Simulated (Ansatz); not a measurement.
Start from MgS in the rock salt structure (space group Fm-3m, No. 225; a = 5.182 Å).

Modification: O replaces 50.0 % of the S, ordered in a cell of 8 atoms (starting symmetry Pmmn) and fully relaxed.

Computed with PBEsol (Ansatz, an electronic-structure program, PAW, no spin-orbit coupling).

The zone is the changed cell's own and can be folded.

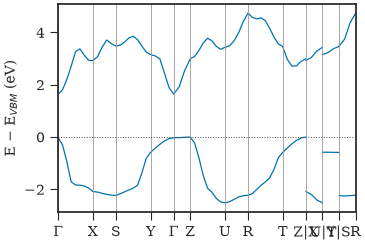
*Highest valence and lowest conduction band along the path of the changed cell's own zone*

Question: From the figure, how large is the changed gap, and is it direct?

Answer: About 1.6 eV, indirect, Z → Γ.

Each cell is one ordered arrangement of few atoms, which overstates ordering effects compared with a random alloy. No phonon test of stability was made. Labels are those of the standard path for the cell's own space group.
